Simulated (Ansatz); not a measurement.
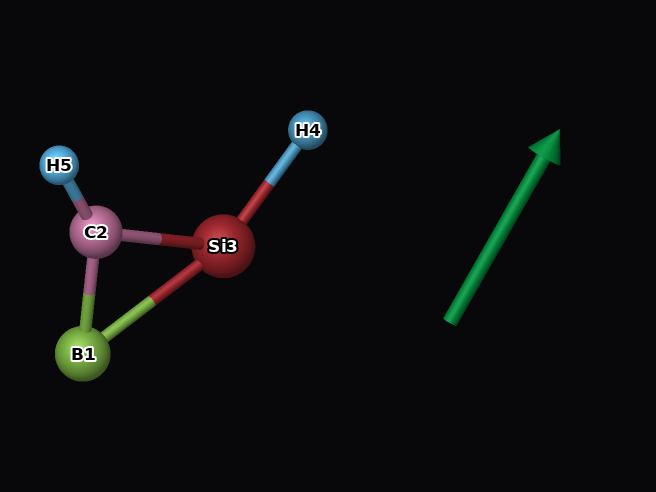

The arrow beside the molecule shows the direction of the dipole moment, from the negative to the positive end (its length means nothing). The species is neutral and a spin doublet. The geometry was computed by an optimisation with PBE-D4/def2-SVP. No frequency run is at hand to confirm it as a minimum. Properties computed with UKS PBE-D4/def2-SVP (Ansatz 0.2.0).

Estimate the dipole moment.

1.92 D; it points from the side of B1 to the side of H4 (the outermost atoms at the two ends).
